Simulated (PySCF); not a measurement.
# C4H10B2ClN: magnetic properties

What do calculations give for the magnetic properties of C4H10B2ClN (`BNB(Cl)CC(=C)C`)?

Computed with PySCF 2.14.0 and routines of our own; the level stands in each step. Atoms count from 0.

## (1) The starting structure

18 atoms, charge 0, multiplicity 1; geometry from: GFN2-xTB.

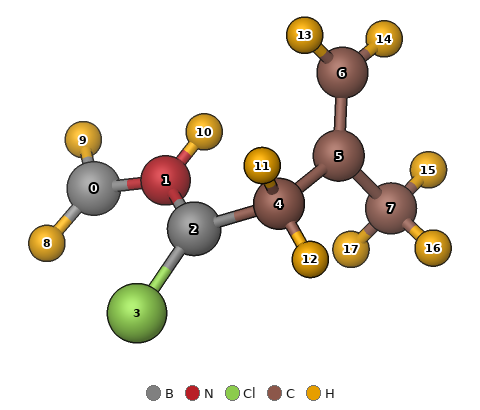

The starting geometry (boron grey, nitrogen red, chlorine green, carbon brown, hydrogen amber).

## (2) Magnetic properties: GIAO HF/pcSseg-1

The job: settings as JSON, then the geometry in Å.

```
{"job": {"kind": "mag", "xc": "HF", "basis": "pcSseg-1", "isotopologues": 2}, "charge": 0, "multiplicity": 1}
B      2.929074    -0.415184     0.388327
N      1.637772    -0.032710    -0.030665
B      1.050828     0.013595    -1.321450
Cl     1.964481    -0.428976    -2.707101
C     -0.458644     0.512987    -1.499810
C     -1.289743     0.316170    -0.262301
C     -1.480665     1.276994     0.629311
C     -1.836444    -1.067331    -0.082367
H      3.708441    -0.779972    -0.401148
H      3.185603    -0.360065     1.528751
H      1.004375     0.264963     0.703075
H     -0.431828     1.577093    -1.752125
H     -0.935006     0.009545    -2.343376
H     -1.085958     2.269698     0.490967
H     -2.053038     1.114910     1.527012
H     -2.346366    -1.170094     0.871782
H     -2.542375    -1.297740    -0.879640
H     -1.029265    -1.797563    -0.135659
```

Level: GIAO HF/pcSseg-1 magnetisability, rotational g tensor and spin-rotation constants, non-relativistic, gas phase.

Started as:

```bash
OMP_NUM_THREADS=1 python excited_run.py task.json out
```

One launch serves the whole session: the jobs run in the order shown.

The program printed:

```text
final grid: 143712 points
cycle   1  E = -720.5477006137  dE =  1.681e+00  |g| = 5.049e-01  |ddm| = 3.533e+00
cycle   2  E = -720.6358924137  dE = -8.819e-02  |g| = 1.790e-01  |ddm| = 6.550e-01
cycle   3  E = -720.6448637452  dE = -8.971e-03  |g| = 7.568e-02  |ddm| = 2.553e-01
cycle   4  E = -720.6466334071  dE = -1.770e-03  |g| = 1.306e-02  |ddm| = 9.127e-02
cycle   5  E = -720.6466871469  dE = -5.374e-05  |g| = 3.908e-03  |ddm| = 1.773e-02
cycle   6  E = -720.6466935604  dE = -6.413e-06  |g| = 1.028e-03  |ddm| = 6.543e-03
cycle   7  E = -720.6466942161  dE = -6.557e-07  |g| = 2.989e-04  |ddm| = 2.365e-03
cycle   8  E = -720.6466942697  dE = -5.358e-08  |g| = 9.519e-05  |ddm| = 6.462e-04
cycle   9  E = -720.6466942752  dE = -5.540e-09  |g| = 2.740e-05  |ddm| = 1.937e-04
cycle  10  E = -720.6466942757  dE = -4.809e-10  |g| = 9.967e-06  |ddm| = 5.500e-05
converged SCF energy = -720.6466942757

Magnetisability tensor (1e-30 J/T^2)
    -1377.19      -62.32      -22.05
      -62.32    -1560.49       33.67
      -22.05       33.67    -1306.66
isotropic -1414.78   principal values   -1582.11  -1372.01  -1290.23
isotropic susceptibility -85.200 1e-6 cm^3/mol

Inertial axes            a          b          c
rot. const./GHz      2.4556     1.0217     0.8490
chi total           -79.945    -80.820    -94.836
chi diamagnetic    -615.672  -1272.643  -1499.207
chi paramagnetic    535.727   1191.824   1404.371
quadrupole/D A       -4.930     -0.496      5.426
g nuclear            0.5922     0.5605     0.5547
g electronic        -0.6180    -0.5721    -0.5602
g total             -0.0258    -0.0116    -0.0054

Spin-rotation constants (kHz, H = +C I.J)
atom  isotope        aa         bb         cc
  0    11B        0.780      0.344      0.120
  1    14N        0.358      0.107      0.024
  2    11B        0.776      0.323      0.140
  3   35Cl        0.332      0.279      0.049
  8     1H        0.152     -0.082     -0.079
  9     1H       -0.213      0.065     -0.083
 10     1H        0.122     -0.068     -0.096
 11     1H       -0.269     -0.117      0.025
 12     1H       -0.281      0.019     -0.085
 13     1H       -0.230     -0.116      0.056
 14     1H        0.063     -0.078     -0.071
 15     1H       -0.046     -0.078     -0.082
 16     1H       -0.266      0.016     -0.087
 17     1H       -0.080     -0.114     -0.049
  4    13C*       0.338      0.170      0.138
  5    13C*       0.902      0.206      0.385
  6    13C*       0.752      0.187      0.297
  7    13C*       0.366      0.155      0.105
* in the singly substituted isotopologue

Isotopologues: g along a, b, c
2H    at 8,9,10,11,12,1    -0.0213    -0.0105    -0.0049
10B   at 0                 -0.0266    -0.0116    -0.0055
```

It took 41 s on 1 thread of Arm Neoverse N1, shared host; peak memory 0.84 GiB.

In short:

| quantity | value |
| --- | --- |
| magnetisability | -1415·10⁻³⁰ J/T² |
| molar susceptibility | -85.2·10⁻⁶ cm³/mol |
| rotational g (a, b, c) | -0.0258, -0.0116, -0.0054 |

Orbitals, density, ELF and potential are computed afterwards from the orbital file.

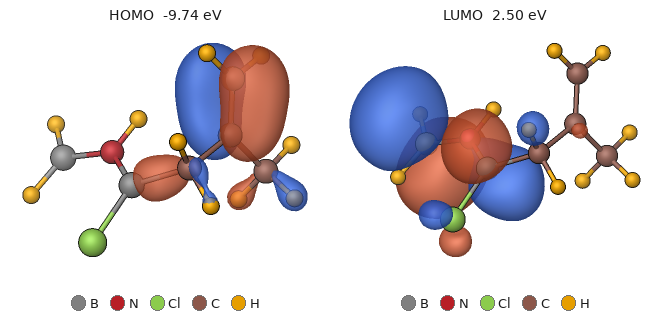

HF/pcSseg-1 orbitals near the gap, drawn at the value that encloses 70 % of each; the two colours are the two signs.

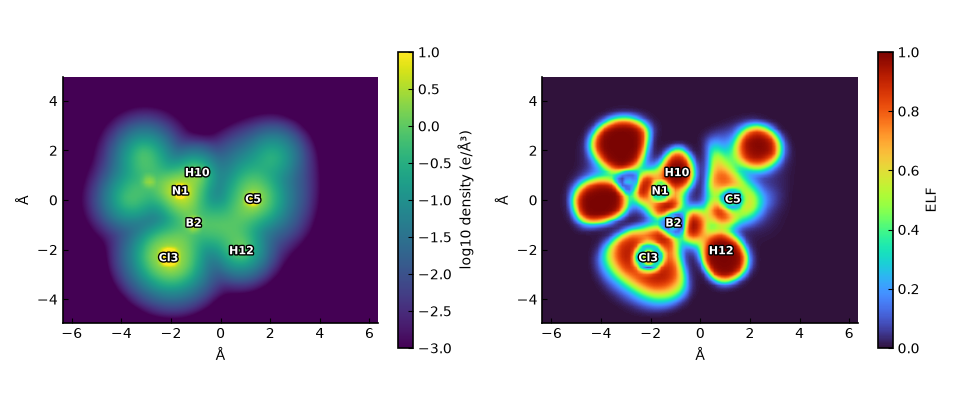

Density (left) and ELF (right) in a plane through or near 6 of the atoms.

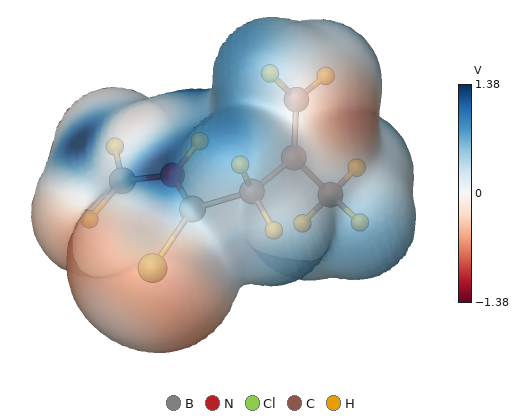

Electrostatic potential on the surface of density 0.002 e/bohr³; red is low, blue high. It runs, from the 1st to the 99th percentile, from -0.68 to 1.38 V.

## (3) Magnetic properties: GIAO KT2/6-31G*

Settings changed since step 2:

```diff
@@ -1,2 +1,2 @@
-{"job": {"kind": "mag", "xc": "HF", "basis": "pcSseg-1", "isotopologues": 2}, "charge": 0, "multiplicity": 1}
+{"job": {"kind": "mag", "xc": "KT2", "basis": "6-31G*"}, "charge": 0, "multiplicity": 1}
 B      2.929074    -0.415184     0.388327
```

Method: GIAO KT2/6-31G* magnetisability, rotational g tensor and spin-rotation constants, non-relativistic, gas phase.

The program printed:

```text
coarse grid: 15408 points
cycle   1  E = -731.2853608428  dE =  6.827e-01  |g| = 6.287e-01  |ddm| = 3.908e+00
cycle   2  E = -731.2026790781  dE =  8.268e-02  |g| = 8.538e-01  |ddm| = 1.625e+00
cycle   3  E = -731.3890925975  dE = -1.864e-01  |g| = 1.582e-01  |ddm| = 1.007e+00
cycle   4  E = -731.3953999561  dE = -6.307e-03  |g| = 3.340e-02  |ddm| = 1.793e-01
cycle   5  E = -731.3956499805  dE = -2.500e-04  |g| = 1.134e-02  |ddm| = 4.732e-02
cycle   6  E = -731.3956832759  dE = -3.330e-05  |g| = 4.511e-03  |ddm| = 1.922e-02
cycle   7  E = -731.3956882538  dE = -4.978e-06  |g| = 1.897e-03  |ddm| = 6.351e-03
final grid: 143712 points
cycle   8  E = -731.2426274409  dE = -1.194e-04  |g| = 1.117e-02  |ddm| = 5.371e-02
cycle   9  E = -731.2425746461  dE =  5.279e-05  |g| = 1.711e-02  |ddm| = 3.842e-02
cycle  10  E = -731.2426631867  dE = -8.854e-05  |g| = 2.525e-03  |ddm| = 2.513e-02
cycle  11  E = -731.2426647885  dE = -1.602e-06  |g| = 4.861e-04  |ddm| = 2.614e-03
cycle  12  E = -731.2426648448  dE = -5.630e-08  |g| = 1.871e-04  |ddm| = 8.248e-04
cycle  13  E = -731.2426648536  dE = -8.871e-09  |g| = 7.022e-05  |ddm| = 2.493e-04
cycle  14  E = -731.2426648549  dE = -1.259e-09  |g| = 2.035e-05  |ddm| = 8.088e-05
cycle  15  E = -731.2426648550  dE = -1.135e-10  |g| = 3.105e-06  |ddm| = 2.326e-05
converged SCF energy = -731.2426648550

Magnetisability tensor (1e-30 J/T^2)
    -1276.76      -73.76      -11.48
      -73.76    -1476.15       42.87
      -11.48       42.87    -1208.48
isotropic -1320.47   principal values   -1505.15  -1262.36  -1193.89
isotropic susceptibility -79.520 1e-6 cm^3/mol

Inertial axes            a          b          c
rot. const./GHz      2.4556     1.0217     0.8490
chi total           -74.207    -74.329    -90.025
chi diamagnetic    -612.210  -1268.006  -1494.020
chi paramagnetic    538.002   1193.677   1403.995
quadrupole/D A       -3.289     -0.851      4.139
g nuclear            0.5922     0.5605     0.5547
g electronic        -0.6206    -0.5729    -0.5600
g total             -0.0285    -0.0125    -0.0053

Spin-rotation constants (kHz, H = +C I.J)
atom  isotope        aa         bb         cc
  0    11B        0.754      0.328      0.117
  1    14N        0.356      0.110      0.027
  2    11B        0.711      0.321      0.142
  3   35Cl        0.431      0.320      0.063
  8     1H        0.162     -0.076     -0.079
  9     1H       -0.202      0.071     -0.084
 10     1H        0.154     -0.070     -0.098
 11     1H       -0.275     -0.118      0.030
 12     1H       -0.286      0.025     -0.085
 13     1H       -0.234     -0.116      0.052
 14     1H        0.054     -0.079     -0.074
 15     1H       -0.045     -0.081     -0.086
 16     1H       -0.274      0.020     -0.090
 17     1H       -0.075     -0.115     -0.049
  4    13C*       0.346      0.176      0.139
  5    13C*       0.787      0.203      0.325
  6    13C*       0.673      0.185      0.259
  7    13C*       0.366      0.157      0.103
* in the singly substituted isotopologue
```

It took 51 s on 1 thread of Arm Neoverse N1, shared host; peak memory 0.57 GiB.

Key values:

| quantity | value |
| --- | --- |
| magnetisability | -1320·10⁻³⁰ J/T² |
| molar susceptibility | -79.5·10⁻⁶ cm³/mol |
| rotational g (a, b, c) | -0.0285, -0.0125, -0.0053 |

## (4) Magnetic properties: GIAO mPW1PW91/3-21G

The job: settings as JSON, then the geometry in Å.

```
{"job": {"kind": "mag", "xc": "mPW1PW91", "basis": "3-21G", "scf": {"aux": "def2-universal-jfit", "max_cycle": 54}}, "charge": 0, "multiplicity": 1}
B      5.535950    -0.784698     0.733938
N      3.095389    -0.061822    -0.057957
B      1.986065     0.025695    -2.497540
Cl     3.712869    -0.810765    -5.116421
C     -0.866837     0.969545    -2.834641
C     -2.437614     0.597561    -0.495749
C     -2.798457     2.413519     1.189398
C     -3.470879    -2.017256    -0.155674
H      7.008953    -1.474147    -0.758170
H      6.020790    -0.680523     2.889339
H      1.898269     0.500780     1.328812
H     -0.816155     2.980706    -3.311516
H     -1.767161     0.018040    -4.428981
H     -2.052461     4.289729     0.927928
H     -3.880242     2.107180     2.886053
H     -4.434632    -2.211478     1.647668
H     -4.805089    -2.452729    -1.662520
H     -1.945311    -3.397394    -0.256396
```

With the program's defaults for keys left out, this is: GIAO mPW1PW91/3-21G magnetisability, rotational g tensor and spin-rotation constants, non-relativistic, gas phase.

The program printed:

```text
final grid: 143712 points
cycle   1  E = -715.3798114227  dE = -1.127e+00  |g| = 1.334e+00  |ddm| = 2.996e+00
cycle   2  E = -680.6873136262  dE =  3.469e+01  |g| = 6.027e+00  |ddm| = 6.009e+00
cycle   3  E = -707.6667112964  dE = -2.698e+01  |g| = 3.671e+00  |ddm| = 5.478e+00
cycle   4  E = -697.5893273737  dE =  1.008e+01  |g| = 4.538e+00  |ddm| = 4.864e+00
cycle   5  E = -713.5194663691  dE = -1.593e+01  |g| = 2.567e+00  |ddm| = 3.947e+00
cycle   6  E = -703.1560170455  dE =  1.036e+01  |g| = 3.751e+00  |ddm| = 3.898e+00
cycle   7  E = -702.6995228448  dE =  4.565e-01  |g| = 3.603e+00  |ddm| = 1.889e+00
cycle   8  E = -702.8339283999  dE = -1.344e-01  |g| = 3.579e+00  |ddm| = 1.121e-01
cycle   9  E = -702.7914736209  dE =  4.245e-02  |g| = 3.585e+00  |ddm| = 1.247e-01
cycle  10  E = -701.2273504089  dE =  1.564e+00  |g| = 3.595e+00  |ddm| = 4.919e+00
[... 34 cycles left out ...]
cycle  45  E = -702.9023401093  dE = -1.011e+01  |g| = 4.172e+00  |ddm| = 2.778e+00
cycle  46  E = -706.0992285414  dE = -3.197e+00  |g| = 3.786e+00  |ddm| = 1.546e+00
cycle  47  E = -707.7616305220  dE = -1.662e+00  |g| = 3.998e+00  |ddm| = 2.443e+00
cycle  48  E = -711.0230696674  dE = -3.261e+00  |g| = 2.741e+00  |ddm| = 2.070e+00
cycle  49  E = -705.7577956429  dE =  5.265e+00  |g| = 3.616e+00  |ddm| = 2.959e+00
cycle  50  E = -711.3739456133  dE = -5.616e+00  |g| = 2.884e+00  |ddm| = 2.562e+00
cycle  51  E = -711.0123359108  dE =  3.616e-01  |g| = 2.968e+00  |ddm| = 3.378e+00
cycle  52  E = -677.8702863608  dE =  3.314e+01  |g| = 4.976e+00  |ddm| = 6.776e+00
cycle  53  E = -713.2764091100  dE = -3.541e+01  |g| = 2.237e+00  |ddm| = 6.316e+00
cycle  54  E = -695.5366448231  dE =  1.774e+01  |g| = 4.525e+00  |ddm| = 5.856e+00
SCF not converged, last energy = -695.5366448231
```

Wall time 22 s (1 thread of Arm Neoverse N1, shared host); peak memory 0.49 GiB.

Diagnosis: All coordinates were scaled by 1.89, as when Å and bohr are mixed up; on that geometry the gradient is still 4.5e+00 after 54 cycles. Cure: restore the coordinates. Numbers printed on the way are no properties of the molecule.

## (5) The levels compared

| level | ξ (10⁻³⁰ J/T²) | g(a) | g(b) | gap (eV) | functions | time |
| --- | --- | --- | --- | --- | --- | --- |
| GIAO HF/pcSseg-1 | -1415 | -0.0258 | -0.0116 | 12.25 | 193 | 41 s |
| GIAO KT2/6-31G* | -1320 | -0.0285 | -0.0125 | 4.09 | 136 | 51 s |

## (6) Results

```
                                         quantity                               value
       magnetisability (step 2, GIAO HF/pcSseg-1)                    -1415·10⁻³⁰ J/T²
  molar susceptibility (step 2, GIAO HF/pcSseg-1)                  -85.2·10⁻⁶ cm³/mol
rotational g (a, b, c) (step 2, GIAO HF/pcSseg-1)           -0.0258, -0.0116, -0.0054
            surface potential, 1st and 99th percentile                  -0.68 V and 1.38 V
                  magnetisability over the levels           -1415 to -1320·10⁻³⁰ J/T²
                                             runs  1 failed, 0 ended on unsound input
```

In words: The magnetisability spreads by 6.9 % over 2 levels of like cost. Two levels can agree by chance, so this spread shows no convergence. Vibrational averaging and real surroundings are missing from these values.
